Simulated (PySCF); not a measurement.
Molecule: Zn(OH)(OSiH3), H4O2SiZn, SMILES [OH][Zn][O][SiH3]. Atoms near the plane z = 1.5 Å, at the B3LYP/def2-SVP optimised geometry (x, y, z in Å): Si5 (-0.5, -0.4, 0.0), H6 (-1.0, 1.0, 0.0), H7 (1.0, -0.4, 0.0), H8 (-1.0, -1.0, 1.3).

Computed with B3LYP/def2-TZVP in PySCF. The values are rescaled to run from 0 to 1.

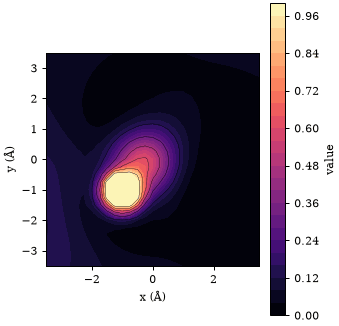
*a field on the plane z = 1.5 Å.*

Q: Which quantity is mapped?
(A) log10 of the electron density
(B) deformation density (molecule minus spherical neutral atoms)
(C) electrostatic potential
(D) an orbital amplitude

A: C, electrostatic potential. In full: electrostatic potential (hartree/e), clipped to [-0.08, 0.12].
